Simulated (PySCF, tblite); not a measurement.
**C₅H₁₁N₂Si radical: geometry, infrared bands and EPR parameters**

Wanted: the infrared bands and EPR parameters of C₅H₁₁N₂Si radical (`CC[SiH2]N1[CH]NC=C1`), by calculation.

Computed with tblite 0.8.0 and PySCF 2.14.0, with density-fitted response routines of our own, on a single molecule in the gas phase. Atoms are numbered from 0 throughout.

**1. Starting geometry**

19 atoms, charge 0, multiplicity 2; geometry from: force field or distance geometry start.

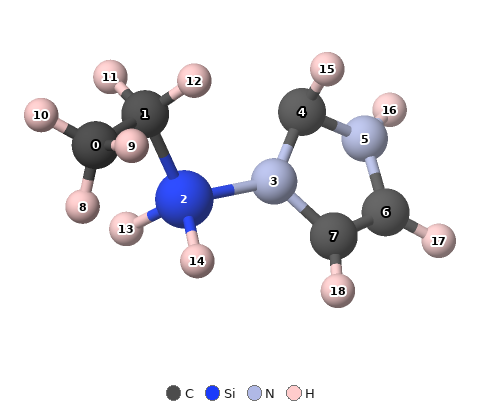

The starting geometry (carbon dark grey, silicon blue, nitrogen light blue, hydrogen pink), atoms numbered.

**2. Geometry optimisation with GFN2-xTB**

The job: settings as JSON, then the geometry in Å.

```
{"job": {"kind": "relax", "xc": "GFN2-xTB", "basis": "xTB"}, "charge": 0, "multiplicity": 2}
C      3.233300     0.026600    -0.394300
C      1.911200    -0.740100    -0.308200
Si     0.605800     0.450700    -0.846300
N     -0.999700     0.104300    -0.130600
C     -1.601600    -1.169300     0.222800
N     -3.022200    -0.865700     0.324600
C     -3.089900     0.562000     0.489500
C     -1.923900     1.111900     0.238700
H      3.078200     0.921800    -1.041000
H      3.448400     0.433800     0.616900
H      4.048700    -0.556300    -0.825000
H      1.942500    -1.659200    -0.950000
H      1.697100    -1.028400     0.745300
H      0.552900     0.472100    -2.322600
H      1.004200     1.826400    -0.412000
H     -1.307000    -1.573300     1.205800
H     -3.820300    -1.546100     0.296700
H     -4.020300     1.052000     0.796600
H     -1.747100     2.185900     0.300900
```

Run with:

```console
$ OMP_NUM_THREADS=1 python probes_run.py task.json out
```

This one command runs all jobs of the session in turn.

What it wrote:

```text
step      E/eV     max force
  0    -647.54695    3.404
  1    -647.83892    2.104
  2    -648.01041    1.107
  3    -648.12966    0.847
  4    -648.22247    0.748
  5    -648.28101    0.794
  6    -648.35769    0.732
  7    -648.41722    0.616
  8    -648.46956    0.617
  9    -648.51158    0.572
 10    -648.54246    0.571
 11    -648.56740    0.436
 12    -648.58781    0.306
 13    -648.60218    0.241
 14    -648.61134    0.208
 15    -648.61770    0.180
 16    -648.62270    0.151
 17    -648.62631    0.145
 18    -648.62893    0.126
 19    -648.63148    0.135
 20    -648.63463    0.178
 21    -648.63902    0.212
 22    -648.64493    0.238
 23    -648.65086    0.242
 24    -648.65628    0.167
 25    -648.66130    0.215
 26    -648.66698    0.236
 27    -648.67350    0.194
 28    -648.68006    0.219
 29    -648.68634    0.188
 30    -648.69287    0.171
 31    -648.69913    0.177
 32    -648.70492    0.190
 33    -648.70937    0.234
 34    -648.71395    0.174
 35    -648.71854    0.142
 36    -648.72568    0.159
 37    -648.72902    0.140
 38    -648.73384    0.142
 39    -648.73635    0.159
 40    -648.73814    0.102
 41    -648.73990    0.095
 42    -648.74225    0.099
 43    -648.74441    0.105
 44    -648.74746    0.102
 45    -648.74995    0.122
 46    -648.75194    0.079
 47    -648.75320    0.065
 48    -648.75399    0.058
 49    -648.75454    0.063
 50    -648.75512    0.063
 51    -648.75577    0.052
 52    -648.75630    0.046
 53    -648.75657    0.034
 54    -648.75672    0.029
 55    -648.75688    0.026
 56    -648.75704    0.026
 57    -648.75718    0.028
 58    -648.75732    0.030
 59    -648.75753    0.040
 60    -648.75785    0.048
 61    -648.75824    0.041
 62    -648.75857    0.042
 63    -648.75885    0.051
 64    -648.75920    0.056
 65    -648.75980    0.077
 66    -648.76061    0.078
 67    -648.76129    0.048
 68    -648.76163    0.029
 69    -648.76180    0.026
 70    -648.76198    0.034
 71    -648.76223    0.036
 72    -648.76247    0.031
 73    -648.76263    0.024
 74    -648.76273    0.030
 75    -648.76284    0.025
 76    -648.76298    0.026
 77    -648.76314    0.029
 78    -648.76327    0.030
 79    -648.76340    0.034
 80    -648.76354    0.031
 81    -648.76369    0.023
 82    -648.76381    0.023
 83    -648.76391    0.026
 84    -648.76402    0.026
 85    -648.76418    0.033
 86    -648.76439    0.035
 87    -648.76460    0.028
 88    -648.76479    0.034
 89    -648.76497    0.035
 90    -648.76516    0.034
 91    -648.76535    0.034
 92    -648.76553    0.032
 93    -648.76573    0.031
 94    -648.76601    0.040
 95    -648.76639    0.062
 96    -648.76682    0.066
 97    -648.76709    0.053
 98    -648.76745    0.052
 99    -648.76770    0.039
100    -648.76822    0.033
101    -648.76844    0.028
102    -648.76865    0.023
103    -648.76875    0.022
104    -648.76886    0.023
105    -648.76899    0.023
106    -648.76910    0.016
107    -648.76915    0.010
108    -648.76917    0.010
109    -648.76919    0.010
110    -648.76922    0.013
111    -648.76928    0.017
112    -648.76933    0.020
113    -648.76938    0.017
114    -648.76944    0.016
115    -648.76951    0.017
116    -648.76957    0.021
117    -648.76964    0.022
118    -648.76969    0.020
119    -648.76975    0.015
120    -648.76981    0.017
121    -648.76985    0.016
122    -648.76988    0.010
```

Wall time 0.91 s (1 thread of Arm Neoverse V2, shared host).

Relaxation path: (not every step is listed)

```csv
step,energy from step 0 (eV),largest force (eV/Å)
0,0.0000,3.4041
1,-0.2920,2.1036
2,-0.4635,1.1068
3,-0.5827,0.8471
4,-0.6755,0.7484
5,-0.7341,0.7944
6,-0.8107,0.7323
7,-0.8703,0.6155
8,-0.9226,0.6171
18,-1.0820,0.1258
28,-1.1331,0.2185
38,-1.1869,0.1422
48,-1.2070,0.0575
58,-1.2104,0.0296
68,-1.2147,0.0291
78,-1.2163,0.0302
88,-1.2178,0.0342
98,-1.2205,0.0518
108,-1.2222,0.0100
117,-1.2227,0.0216
118,-1.2227,0.0198
119,-1.2228,0.0146
120,-1.2229,0.0175
121,-1.2229,0.0157
122,-1.2229,0.0099
```

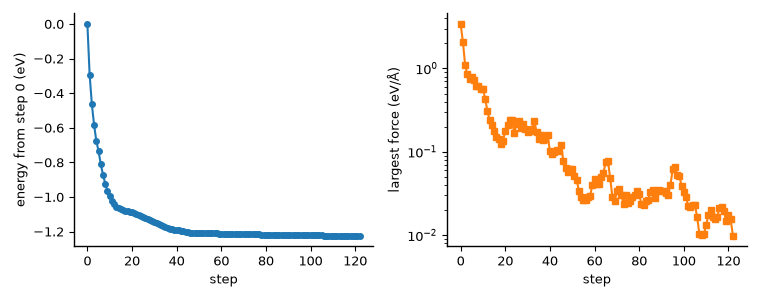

Energy and largest force along the relaxation.

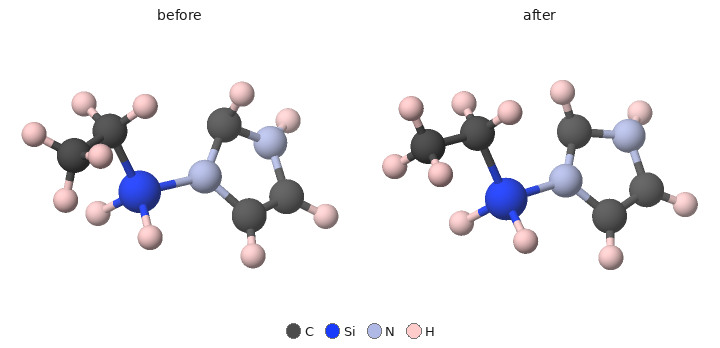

Before and after, at one scale.

Close pairs (by a distance rule), those that changed most:

| bond | before (Å) | after (Å) | change (Å) |
| --- | --- | --- | --- |
| N5–C6 | 1.439 | 1.374 | -0.064 |
| Si2–N3 | 1.792 | 1.732 | -0.060 |
| C1–Si2 | 1.847 | 1.901 | +0.053 |
| C4–N5 | 1.456 | 1.411 | -0.045 |
| N3–C4 | 1.452 | 1.409 | -0.043 |
| N5–H16 | 1.049 | 1.007 | -0.043 |
| C6–C7 | 1.313 | 1.344 | +0.031 |
| N3–C7 | 1.416 | 1.385 | -0.031 |

The end geometry stands in the next job.

**3. Harmonic vibrations with GFN2-xTB**

The job: settings as JSON, then the geometry in Å.

```
{"job": {"kind": "ir", "xc": "GFN2-xTB", "basis": "xTB"}, "charge": 0, "multiplicity": 2}
C      3.231133    -0.178051    -0.485718
C      1.805554    -0.569279    -0.118394
Si     0.550935     0.747151    -0.670551
N     -1.008132     0.284586    -0.074898
C     -1.543731    -1.016960    -0.010750
N     -2.841340    -0.889148     0.528658
C     -3.155883     0.448681     0.526203
C     -2.058730     1.148281     0.188864
H      3.322184    -0.031957    -1.559547
H      3.510554     0.752192     0.003124
H      3.941776    -0.946911    -0.185483
H      1.572992    -1.527400    -0.586199
H      1.745999    -0.727307     0.960090
H      0.623455     0.853620    -2.142960
H      0.782883     2.069109    -0.078565
H     -0.913479    -1.800025     0.380774
H     -3.528976    -1.611931     0.394447
H     -4.131030     0.797189     0.803882
H     -1.915968     2.207409     0.134726
```

What it wrote:

```text
mode    cm-1     km/mol
  1      30.0      0.38
  2      55.7      0.07
  3      91.3      0.59
  4     125.3      4.53
  5     216.9      1.40
  6     240.1      3.93
  7     261.6      1.86
  8     381.3    216.41
  9     399.1     21.04
 10     452.6     63.40
 11     487.9      6.52
 12     529.4     15.05
 13     560.9     88.90
 14     672.8    137.64
 15     699.5     25.04
 16     735.5    141.39
 17     752.3    250.03
 18     767.2      3.56
 19     783.2     27.34
 20     790.5    185.20
 21     831.1      6.66
 22     898.3     13.68
 23     977.0     13.71
 24    1019.3     23.37
 25    1035.6    117.50
 26    1081.7     19.50
 27    1083.1      9.57
 28    1118.2      8.89
 29    1173.8      1.95
 30    1215.6      7.46
 31    1241.9      2.74
 32    1247.8     23.65
 33    1289.2      1.27
 34    1311.9    232.38
 35    1342.5     27.67
 36    1421.1      0.11
 37    1485.2      0.75
 38    1515.2      1.00
 39    1515.7      2.86
 40    1596.2      5.48
 41    2112.3    395.52
 42    2227.4    261.24
 43    2966.8     44.25
 44    2980.3     26.63
 45    3009.8     54.04
 46    3029.6     57.96
 47    3036.2     59.41
 48    3037.9     42.38
 49    3158.7     13.10
 50    3183.4     30.08
 51    3450.5      2.39
```

It took 0.72 s on 1 thread of Arm Neoverse V2, shared host.

The strongest bands and the atoms that carry them (share of the mass-weighted mode):

```
cm⁻¹  km/mol                                   atoms
 381   216.4                       H16 66 %, N5 24 %
 673   137.6                       H15 46 %, C4 29 %
 736   141.4   H12 23 %, C1 19 %, Si2 18 %, H14 11 %
 752   250.0  H13 28 %, Si2 15 %, H14 14 %, H11 13 %
 790   185.2                      H14 50 %, H13 37 %
1312   232.4    N3 28 %, C4 18 %, H15 11 %, H18 11 %
2112   395.5                                H13 95 %
2227   261.2                                H14 95 %
```

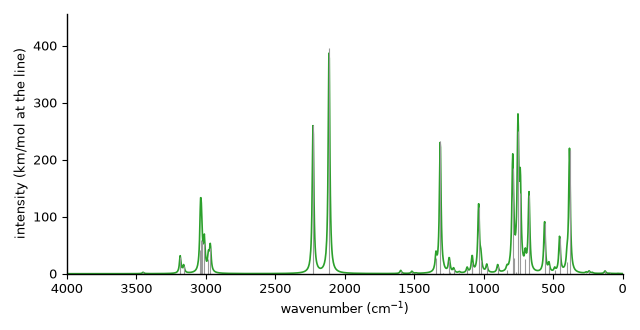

The infrared spectrum from these modes, unscaled. Lines are broadened to a width of 14 cm⁻¹ (Lorentzian).

**4. g tensor and hyperfine couplings: B3LYP/pcH-1**

Settings changed since step 3:

```diff
@@ -1,2 +1,2 @@
-{"job": {"kind": "ir", "xc": "GFN2-xTB", "basis": "xTB"}, "charge": 0, "multiplicity": 2}
+{"job": {"kind": "epr", "basis": "pcH-1"}, "charge": 0, "multiplicity": 2}
 C      3.231133    -0.178051    -0.485718
```

With the program's defaults for keys left out, this is: UKS B3LYP, pcH-1 on C H N Si, non-relativistic, mean-field spin-orbit, GIAO.

What it wrote:

```text
UKS, coarse grid
  cycle   1  E = -596.06781178  |g| = 3.65e-01
  cycle   2  E = -596.04162137  |g| = 4.31e-01
  cycle   3  E = -596.13231830  |g| = 5.75e-02
  cycle   4  E = -596.13309107  |g| = 4.00e-02
  cycle   5  E = -596.13375792  |g| = 1.15e-02
  cycle   6  E = -596.13381841  |g| = 5.25e-03
  cycle   7  E = -596.13383263  |g| = 1.17e-03
  cycle   8  E = -596.13383337  |g| = 5.42e-04
UKS, final grid
  cycle   1  E = -596.13377408  |g| = 7.06e-04
  cycle   2  E = -596.13377383  |g| = 1.05e-03
  cycle   3  E = -596.13377433  |g| = 8.46e-05
  cycle   4  E = -596.13377433  |g| = 4.50e-05
  cycle   5  E = -596.13377433  |g| = 3.06e-05
  cycle   6  E = -596.13377434  |g| = 1.15e-05
E = -596.13377434 Eh   <S^2> = 0.7543 (exact 0.7500)
g shifts (ppm)      1          2          3
  rmc          -193       -193       -193
  gc              6         20         16
  oz_so         -68        979       1476
  total        -254        807       1299
hyperfine (MHz)  atom isotope    a_iso     a_fc   dipolar eigenvalues
    0   13C      -0.28      -0.28     -0.17     -0.13      0.30
    1   13C       3.96       3.96     -0.73     -0.31      1.04
    2  29Si      -4.59      -4.62     -4.29      1.69      2.61
    3   14N       4.54       4.57     -9.90     -9.48     19.38
    4   13C     157.13     157.17    -55.76    -54.31    110.07
    5   14N       7.05       7.08    -11.94    -11.55     23.49
    6   13C      -6.73      -6.74     -1.57      0.61      0.96
    7   13C      -1.01      -1.02     -1.97     -0.04      2.01
    8    1H      -0.04      -0.04     -0.58     -0.50      1.09
    9    1H       0.04       0.04     -0.52     -0.50      1.02
   10    1H       0.04       0.04     -0.46     -0.42      0.87
   11    1H       0.33       0.32     -1.85     -1.56      3.41
   12    1H      -0.33      -0.33     -1.57     -1.38      2.95
   13    1H      19.46      19.46     -1.94     -1.73      3.66
   14    1H      -2.56      -2.56     -2.23     -1.37      3.60
   15    1H      66.83      66.82    -23.74     -2.98     26.72
   16    1H      22.92      22.91    -13.65     -6.36     20.01
   17    1H      -0.10      -0.10     -2.33     -1.84      4.16
   18    1H      -1.38      -1.39     -2.42     -1.83      4.25
```

It took 2.4 min on 1 thread of Arm Neoverse V2, shared host; peak memory 1.1 GiB.

Principal g values 2.00206, 2.00313, 2.00362; g(iso) = 2.00294, against 2.00232 for a free electron.

Hyperfine couplings; where a row names several nuclei, a(iso) is their mean (it holds for fast rotation or exchange) and the dipolar term the largest among them:

```csv
nuclei,isotope,a(iso) (MHz),"a(iso) (G, at g = 2.0023)",largest dipolar term (MHz)
C4,13C,157.1,56.1,110.1
H15,1H,66.8,23.8,26.7
H16,1H,22.9,8.2,20.0
"H13, H14",1H,8.5,3.0,3.7
N5,14N,7.0,2.5,23.5
C6,13C,-6.7,-2.4,-1.6
Si2,29Si,-4.6,-1.6,-4.3
N3,14N,4.5,1.6,19.4
C1,13C,4.0,1.4,1.0
H18,1H,-1.4,-0.5,4.3
C7,13C,-1.0,-0.4,2.0
C0,13C,-0.3,-0.1,0.3
H17,1H,-0.1,0.0,4.2
"H8, H9, H10",1H,0.0,0.0,1.1
```

Mulliken spin populations:

C0 0.00; C1 0.00; Si2 0.02; N3 0.12; C4 0.65; N5 0.15; C6 0.01; C7 0.02; H8 0.00; H9 0.00; H10 0.00; H11 0.00; H12 0.00; H13 0.02; H14 0.00; H15 0.01; H16 0.00; H17 0.00; H18 0.00

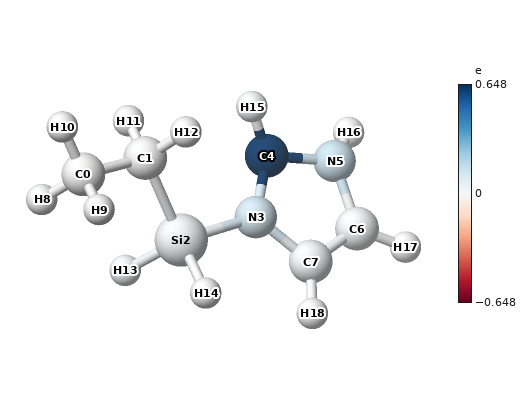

Mulliken spin populations, as colours on the atoms.

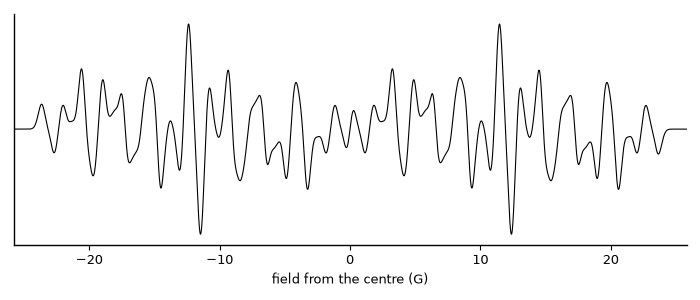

First-order isotropic spectrum (first derivative, main isotopes with spin only, couplings over 0.8 MHz, Gaussian width 0.3 G; couplings of the frozen geometry, rotation of groups not averaged beyond the rows shown).

Orbitals, density, ELF and potential are computed afterwards from the orbital file.

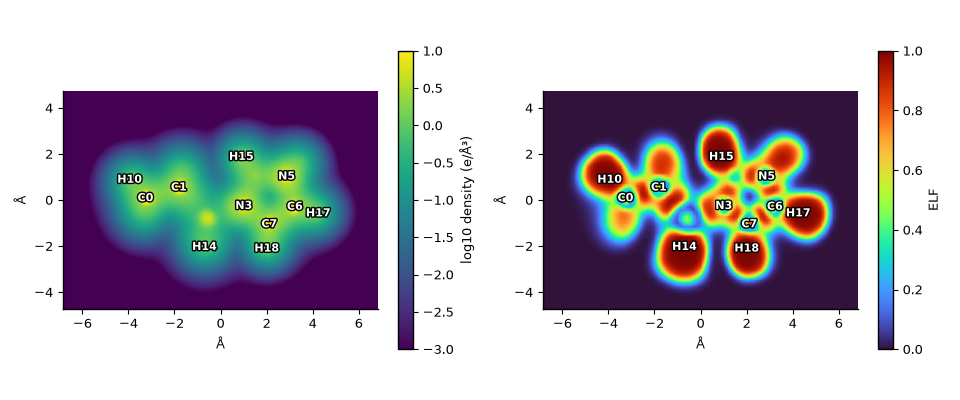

Density (left) and ELF (right) in a plane through or near 11 of the atoms.

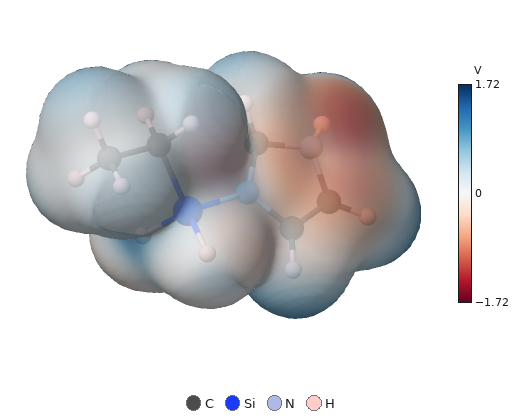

The potential that a unit positive charge feels on the 0.002 e/bohr³ surface, from -1.24 V near C4 to 1.72 V near H16.

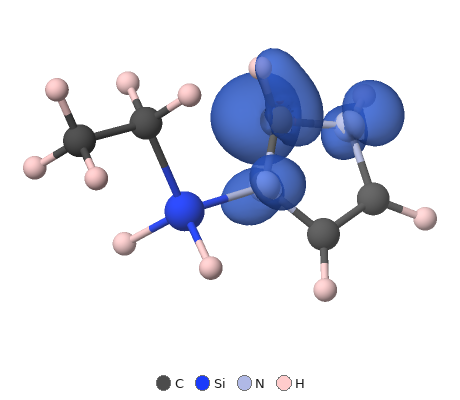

Spin density at ±0.04 e/Å³ (alpha excess blue, beta excess red).

**5. Outcome**

| quantity | value |
| --- | --- |
| strongest single infrared mode (GFN2-xTB) | 2112 cm⁻¹, 396 km/mol |
| zero-point energy (GFN2-xTB) | 93.8 kcal/mol |
| g(iso) (B3LYP) | 2.00294 |
| ⟨S²⟩ | 0.754 (exact 0.75) |
| largest a(iso) (averaged by class) | 13C on C4, 157.1 MHz |
| potential on the surface of density 0.002 e/bohr³, 1st and 99th percentile | -1.24 V and 1.72 V |

**Reading.** Over 122 steps the energy fell by 1.223 eV; of the close pairs, N5–C6 changed most, 1.439 to 1.374 Å. All 51 modes are real, so the xTB geometry is a minimum. The strongest single mode, at 2112 cm⁻¹, moves mainly H13. Unscaled tight-binding wavenumbers are off by several per cent, some by more. Its intensities can rank the bands wrongly. Most of the unpaired spin sits on C4 (0.65 e). The isotropic g lies 0.6 ppt above the free-electron value. These values are for one conformer; the search (at its own cheap level) found 2 more, at 0.10, 0.16 kcal/mol, and measured spectra average over such forms.
